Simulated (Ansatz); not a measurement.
## Geometry relaxation of C₈H₁₈GeO₃ (part 1 of 2)

System: C₈H₁₈GeO₃ (Ge(vinyl)(OEt)3).
Method: RKS r2SCAN-D4/def2-SVP (Ansatz 0.2.0).

The geometry: GFN2-xTB start.

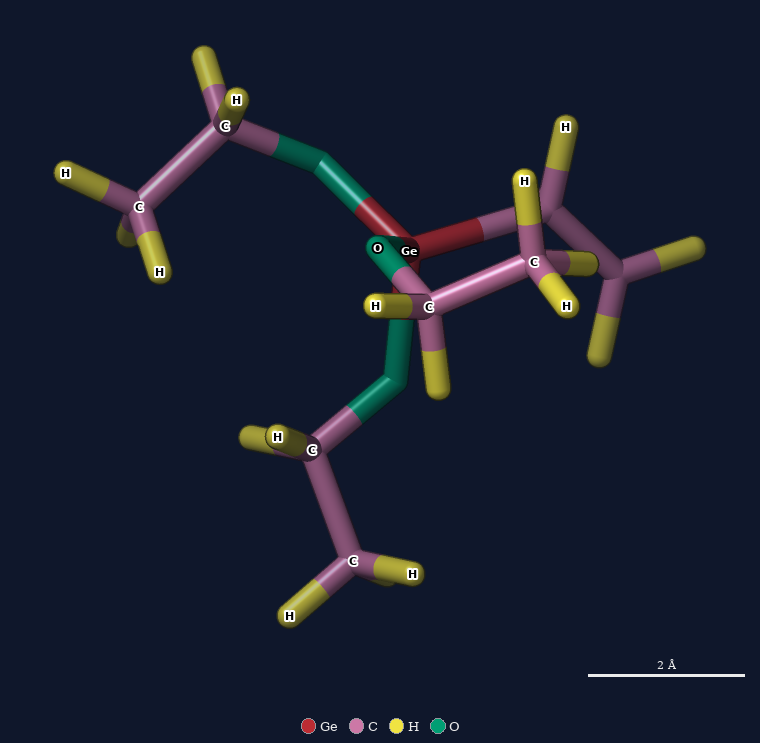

Fig. 1: The structure as given in the input (stick view, seen at a tilt). Sticks mark near contacts.

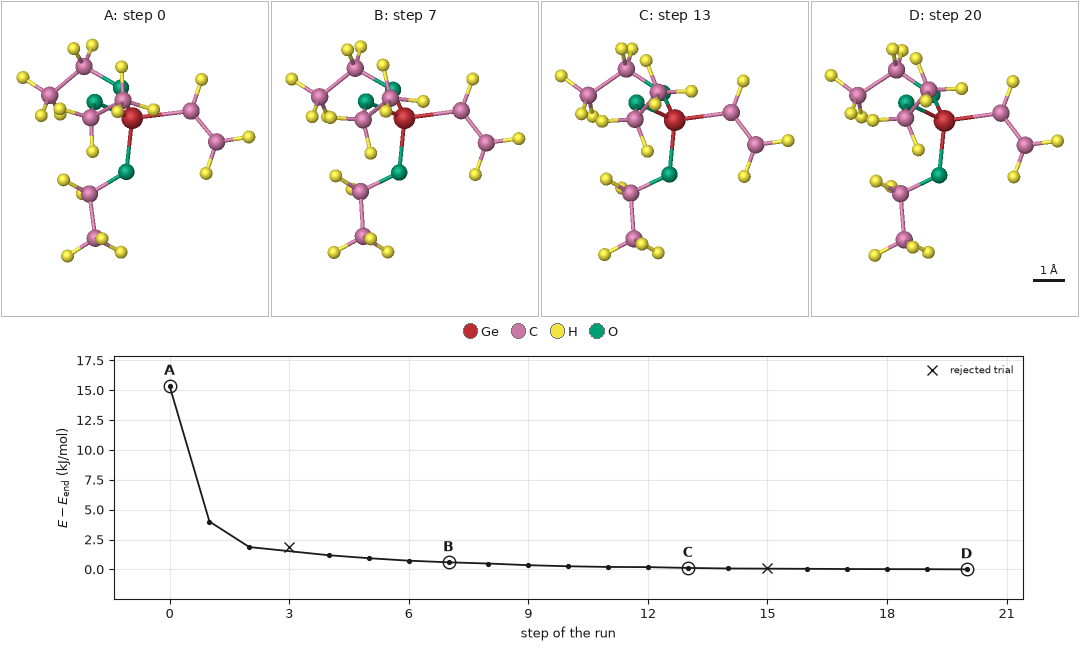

Fig. 2: Frames of the relaxation (ball-and-stick view, seen at a tilt) above the curves, on which the letters mark them (the first geometry is step 0 here and step 1 in the log).

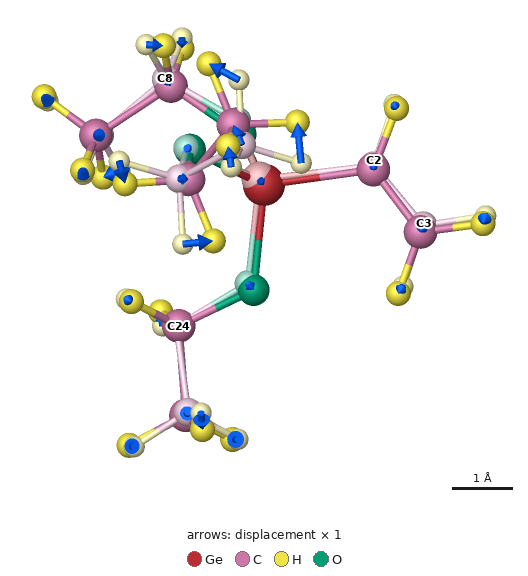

Fig. 3: Start (faint) and end (solid) with the displacements as blue arrows, at true length (ball-and-stick view, seen at a tilt). The two geometries are laid on each other by the best rigid fit. Over 20 geometry steps the energy falls by 15.4 kJ/mol. The largest force component goes from 1.4 to 0.014 eV/Å. The line search rejected the trial steps at points 3, 15 (counted from 0) and went back. The atom that moves furthest after the best rigid fit is H21 (0.69 Å). By element the largest moves are H 0.69 Å, C 0.38 Å, O 0.27 Å, Ge 0.12 Å. Distances before and after: Ge1–C2 1.965 → 1.919 Å, C2–C3 1.320 → 1.340 Å, C2–H4 1.081 → 1.097 Å, C17–H20 1.087 → 1.102 Å. Among the angles that change: Ge1–O23–C24 127.9° → 121.3°, Ge1–O15–C16 125.4° → 119.6°, Ge1–O7–C8 128.7° → 123.1°. (Atoms are counted from 1 in the order of the input.)

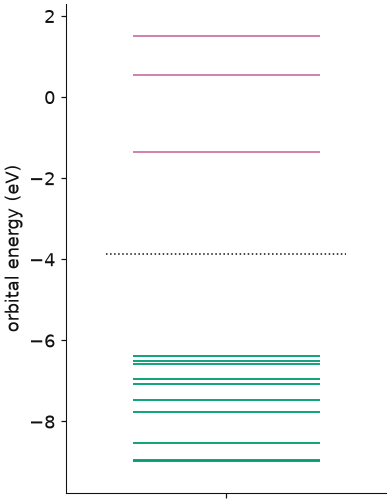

Fig. 4: Orbital energies near the frontier; the dotted line parts filled from empty levels, and levels within 0.02 eV of each other stand side by side. Highest filled −6.38 eV, lowest empty −1.36 eV, 5.02 eV apart.

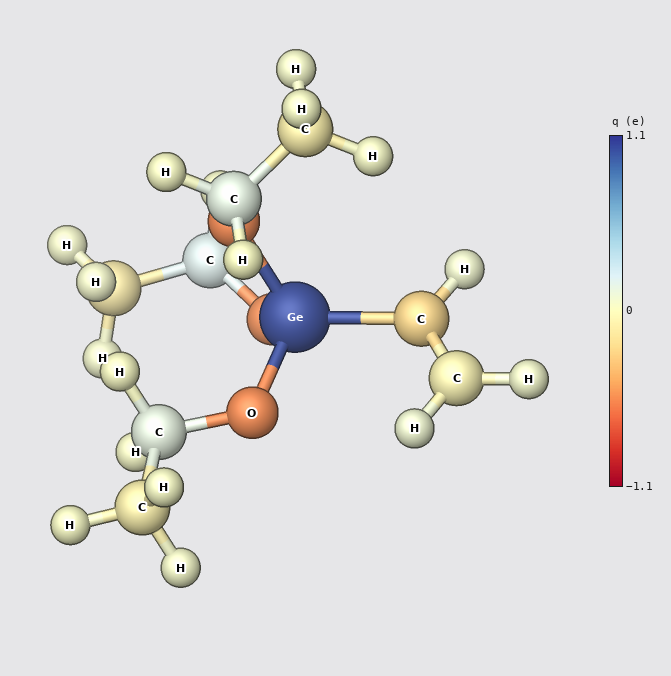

Fig. 5: Mulliken charges, as the colour of each atom (ball-and-stick view, seen at an oblique angle; Mulliken charges depend strongly on the basis). By element: Ge +1.02, C −0.25 to +0.19, H +0.02 to +0.08 and O −0.56 to −0.55 e.

These pictures come from the run below.

**Input**
```yaml
crystal:
  periodic: [false, false, false]
  atoms:
    - {symbol: Ge, position_ang: [0.302140, 0.173620, 0.821160]}
    - {symbol: C, position_ang: [-0.381360, 0.028600, 2.657520]}
    - {symbol: C, position_ang: [-1.049750, -1.014180, 3.112520]}
    - {symbol: H, position_ang: [-0.170660, 0.876850, 3.293570]}
    - {symbol: H, position_ang: [-1.250870, -1.862720, 2.480640]}
    - {symbol: H, position_ang: [-1.407860, -1.063730, 4.130390]}
    - {symbol: O, position_ang: [1.975370, 0.681230, 0.920470]}
    - {symbol: C, position_ang: [2.704220, 1.506150, 0.030200]}
    - {symbol: C, position_ang: [3.065100, 0.792040, -1.263520]}
    - {symbol: H, position_ang: [2.133080, 2.411400, -0.197010]}
    - {symbol: H, position_ang: [3.612750, 1.785760, 0.575740]}
    - {symbol: H, position_ang: [3.692590, 1.431960, -1.879090]}
    - {symbol: H, position_ang: [3.598230, -0.129910, -1.043800]}
    - {symbol: H, position_ang: [2.155240, 0.550260, -1.809860]}
    - {symbol: O, position_ang: [-0.429900, 1.369350, -0.292810]}
    - {symbol: C, position_ang: [-1.779990, 1.385860, -0.701070]}
    - {symbol: C, position_ang: [-2.704620, 1.951140, 0.367420]}
    - {symbol: H, position_ang: [-1.808550, 2.019890, -1.595350]}
    - {symbol: H, position_ang: [-2.113370, 0.378500, -0.979040]}
    - {symbol: H, position_ang: [-3.721340, 2.008560, -0.013700]}
    - {symbol: H, position_ang: [-2.685820, 1.309530, 1.247250]}
    - {symbol: H, position_ang: [-2.372850, 2.945730, 0.655120]}
    - {symbol: O, position_ang: [0.056690, -1.439140, 0.131430]}
    - {symbol: C, position_ang: [0.289120, -1.859050, -1.199110]}
    - {symbol: C, position_ang: [-0.617770, -3.042890, -1.505060]}
    - {symbol: H, position_ang: [0.088570, -1.044430, -1.907350]}
    - {symbol: H, position_ang: [1.339690, -2.154710, -1.307290]}
    - {symbol: H, position_ang: [-0.436100, -3.398000, -2.516180]}
    - {symbol: H, position_ang: [-0.421300, -3.847890, -0.801910]}
    - {symbol: H, position_ang: [-1.660710, -2.749780, -1.411290]}
basis:
  gaussian: {orbitals: def2-SVP}
hamiltonian: {xc: r2scan, dispersion: d4}
scf: {lower_state_search: "off"}
output: {orbitals: {seedname: orbitals}}
relax: {f_tol: 0.03, max_steps: 70}
```

Launch command:
```bash
ansatz run in.yaml --threads 4 --pin off --events-out ev --progress --plain --max-ram 6963MiB
```

**What the program printed**
```
Functional definition: r2SCAN
  name "r2SCAN"
  cite "Furness, Kaplan, Ning, Perdew & Sun, J. Phys. Chem. Lett. 11, 8208 (2020) doi:10.1021/acs.jpclett.0c02405"
  cite "Furness, Kaplan, Ning, Perdew & Sun, J. Phys. Chem. Lett. 11, 9248 (2020) doi:10.1021/acs.jpclett.0c03077"
  parent r2scan
  parameter k0 = 0.174
  parameter k1 = 0.065
  parameter a1 = 4.9479
  exchange = r2scan_x(k0 = k0, k1 = k1, a1 = a1)
  correlation = r2scan_c
these checks for a lower state are left out or cut short: stability, starts, cluster_reference, orbital_swaps, neighbouring_geometries, increment
3088 factors; their error is unknown
mean field evaluation 1: about -71198.1212 eV, gradient 1.1e2 eV
mean field evaluation 2: about -71172.0331 eV, gradient 1.6e2 eV
mean field evaluation 4: about -71223.3158 eV, gradient 8.1e0 eV
mean field evaluation 8: about -71223.4715 eV, gradient 4.1e-1 eV
mean field evaluation 16: about -71223.3177 eV, gradient 1.8e-3 eV
mean field -71223.31770680 eV, -2617.4086488262 hartree, gradient 5.5e-6 eV, S^2 0.000000; 0 other end points of the search recorded, 0 dependent functions left out
the calculation of the forces begins
reference -71223.31772404 eV, -2617.4086494598 hartree; 61, 61 occupied and 215, 215 virtual orbitals, 3088 factors
relax step   1: F+E_penalty+E_count = -71223.55415513 eV  Δ(F+E_penalty+E_count) = +0.000e0 eV  max|allowed force component| = 1.372e0 eV/Å  Δτ_max = 0.0000 Å  (22 SCF iters, accepted)
these checks for a lower state are left out or cut short: stability, starts, cluster_reference, orbital_swaps, neighbouring_geometries, increment
3088 factors; their error is unknown
mean field evaluation 32: about -71223.4334 eV, gradient 2.6e-6 eV
mean field -71223.43344079 eV, -2617.4129019720 hartree, gradient 2.8e-6 eV, S^2 0.000000; 0 other end points of the search recorded, 0 dependent functions left out
[... from here on the field's lines of each further geometry are left out, up to the last ...]
relax step   2: F+E_penalty+E_count = -71223.67194536 eV  Δ(F+E_penalty+E_count) = -1.178e-1 eV  max|allowed force component| = 4.119e-1 eV/Å  Δτ_max = 0.0580 Å  (21 SCF iters, accepted)
relax step   3: F+E_penalty+E_count = -71223.69411836 eV  Δ(F+E_penalty+E_count) = -2.217e-2 eV  max|allowed force component| = 1.502e-1 eV/Å  Δτ_max = 0.0877 Å  (20 SCF iters, accepted)
relax step   4: F+E_penalty+E_count = -71223.69366369 eV  Δ(F+E_penalty+E_count) = +4.547e-4 eV  max|allowed force component| = 2.223e-1 eV/Å  Δτ_max = 0.0773 Å  (21 SCF iters, rejected (line search))
relax step   5: F+E_penalty+E_count = -71223.70124234 eV  Δ(F+E_penalty+E_count) = -7.124e-3 eV  max|allowed force component| = 5.239e-2 eV/Å  Δτ_max = 0.0376 Å  (21 SCF iters, accepted)
relax step   6: F+E_penalty+E_count = -71223.70379260 eV  Δ(F+E_penalty+E_count) = -2.550e-3 eV  max|allowed force component| = 7.616e-2 eV/Å  Δτ_max = 0.1000 Å  (21 SCF iters, accepted)
relax step   7: F+E_penalty+E_count = -71223.70594166 eV  Δ(F+E_penalty+E_count) = -2.149e-3 eV  max|allowed force component| = 5.121e-2 eV/Å  Δτ_max = 0.0438 Å  (20 SCF iters, accepted)
relax step   8: F+E_penalty+E_count = -71223.70735620 eV  Δ(F+E_penalty+E_count) = -1.415e-3 eV  max|allowed force component| = 6.332e-2 eV/Å  Δτ_max = 0.0666 Å  (20 SCF iters, accepted)
relax step   9: F+E_penalty+E_count = -71223.70842871 eV  Δ(F+E_penalty+E_count) = -1.073e-3 eV  max|allowed force component| = 7.326e-2 eV/Å  Δτ_max = 0.0478 Å  (20 SCF iters, accepted)
relax step  10: F+E_penalty+E_count = -71223.70985166 eV  Δ(F+E_penalty+E_count) = -1.423e-3 eV  max|allowed force component| = 5.547e-2 eV/Å  Δτ_max = 0.0710 Å  (20 SCF iters, accepted)
relax step  11: F+E_penalty+E_count = -71223.71079959 eV  Δ(F+E_penalty+E_count) = -9.479e-4 eV  max|allowed force component| = 6.738e-2 eV/Å  Δτ_max = 0.0696 Å  (20 SCF iters, accepted)
relax step  12: F+E_penalty+E_count = -71223.71139233 eV  Δ(F+E_penalty+E_count) = -5.927e-4 eV  max|allowed force component| = 8.059e-2 eV/Å  Δτ_max = 0.0573 Å  (21 SCF iters, accepted)
relax step  13: F+E_penalty+E_count = -71223.71153147 eV  Δ(F+E_penalty+E_count) = -1.391e-4 eV  max|allowed force component| = 8.587e-2 eV/Å  Δτ_max = 0.0616 Å  (21 SCF iters, accepted)
relax step  14: F+E_penalty+E_count = -71223.71223320 eV  Δ(F+E_penalty+E_count) = -7.017e-4 eV  max|allowed force component| = 6.208e-2 eV/Å  Δτ_max = 0.0361 Å  (22 SCF iters, accepted)
relax step  15: F+E_penalty+E_count = -71223.71271914 eV  Δ(F+E_penalty+E_count) = -4.859e-4 eV  max|allowed force component| = 3.633e-2 eV/Å  Δτ_max = 0.0089 Å  (23 SCF iters, accepted)
relax step  16: F+E_penalty+E_count = -71223.71267439 eV  Δ(F+E_penalty+E_count) = +4.476e-5 eV  max|allowed force component| = 6.766e-2 eV/Å  Δτ_max = 0.0367 Å  (22 SCF iters, rejected (line search))
relax step  17: F+E_penalty+E_count = -71223.71300750 eV  Δ(F+E_penalty+E_count) = -2.884e-4 eV  max|allowed force component| = 1.689e-2 eV/Å  Δτ_max = 0.0181 Å  (23 SCF iters, accepted)
relax step  18: F+E_penalty+E_count = -71223.71318481 eV  Δ(F+E_penalty+E_count) = -1.773e-4 eV  max|allowed force component| = 1.508e-2 eV/Å  Δτ_max = 0.0366 Å  (22 SCF iters, accepted)
relax step  19: F+E_penalty+E_count = -71223.71329230 eV  Δ(F+E_penalty+E_count) = -1.075e-4 eV  max|allowed force component| = 3.075e-2 eV/Å  Δτ_max = 0.0435 Å  (22 SCF iters, accepted)
the calculation of the forces begins
reference -71223.47408576 eV, -2617.4143956472 hartree; 61, 61 occupied and 215, 215 virtual orbitals, 3088 factors
```
